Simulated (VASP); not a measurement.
Band structure of NaF (rock salt). Level of theory: RPBE GGA, VASP's PBE PAW potentials (set 64) (plane waves; VASP).

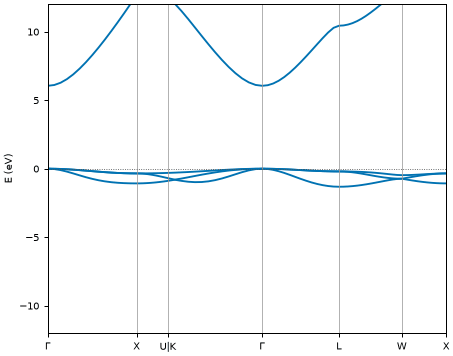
Figure: Bands along high-symmetry lines, zero at the valence-band maximum or, without a gap, the Fermi level

Q: Read the plot: is there a gap, and where are the band edges?

A: The gap is direct, 6.05 eV, from the valence maximum at Γ to the conduction minimum at Γ. (Edges off the drawn lines would not show.)

Measured: gap 11.70 eV (computed value off by -5.65 eV), as given by David Koller et al., Journal of Physics Condensed Matter (2013), arXiv:1304.4470.

The compound is NaF in the rock salt structure. It was relaxed first, which changed the volume by +12 %.
